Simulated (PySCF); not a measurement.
```json
{"atom": "F", "x (Å)": "-2.4122", "y (Å)": "1.3393", "z (Å)": "-0.2425"}
{"atom": "C", "x (Å)": "-1.6644", "y (Å)": "0.3135", "z (Å)": "0.2156"}
{"atom": "F", "x (Å)": "-2.4189", "y (Å)": "-0.7992", "z (Å)": "0.0761"}
{"atom": "C", "x (Å)": "-0.3538", "y (Å)": "0.1749", "z (Å)": "-0.5972"}
{"atom": "C", "x (Å)": "0.3981", "y (Å)": "-1.0684", "z (Å)": "-0.2493"}
{"atom": "C", "x (Å)": "1.6019", "y (Å)": "-0.6713", "z (Å)": "0.2907"}
{"atom": "C", "x (Å)": "1.6457", "y (Å)": "0.7058", "z (Å)": "0.2744"}
{"atom": "O", "x (Å)": "0.5141", "y (Å)": "1.2430", "z (Å)": "-0.2598"}
{"atom": "H", "x (Å)": "-1.4717", "y (Å)": "0.4747", "z (Å)": "1.2864"}
{"atom": "H", "x (Å)": "-0.6317", "y (Å)": "0.2540", "z (Å)": "-1.6606"}
{"atom": "H", "x (Å)": "0.0099", "y (Å)": "-2.0532", "z (Å)": "-0.3953"}
{"atom": "H", "x (Å)": "2.3804", "y (Å)": "-1.3116", "z (Å)": "0.6543"}
{"atom": "H", "x (Å)": "2.3983", "y (Å)": "1.3992", "z (Å)": "0.5894"}
```

Geometry: GFN2-xTB.

All numbers below come from UKS B3LYP, pcH-1 on C F H O, non-relativistic, mean-field spin-orbit, GIAO in PySCF.

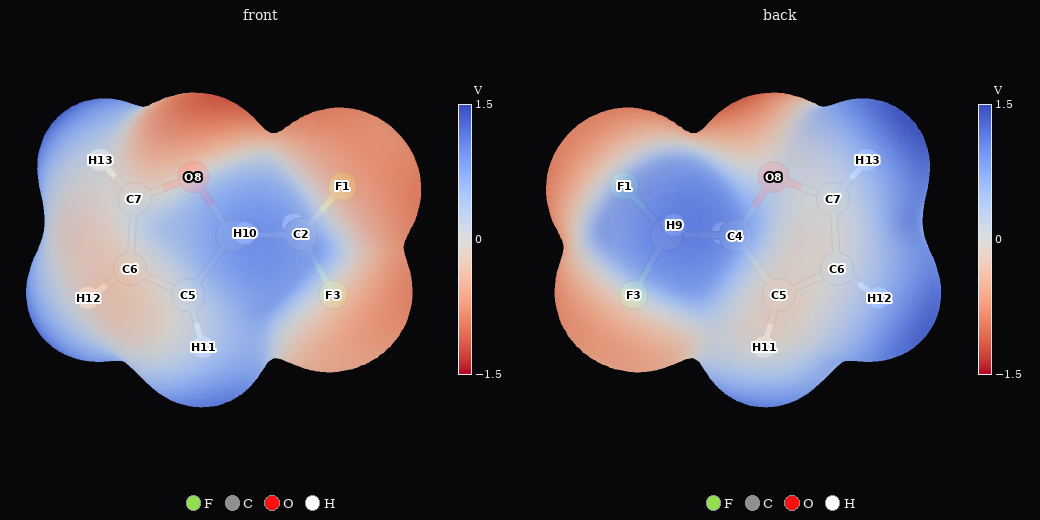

C5H5F2O (doublet). The molecular electrostatic potential painted on the density surface at 0.002 e/bohr³, seen from the front and from behind; red is negative and blue positive.

> Describe the electrostatic potential map.

The most negative region (about −1.1 V) lies over O8, the most positive (about +1.4 V) over H13. O8 is the likeliest acceptor of a hydrogen bond.
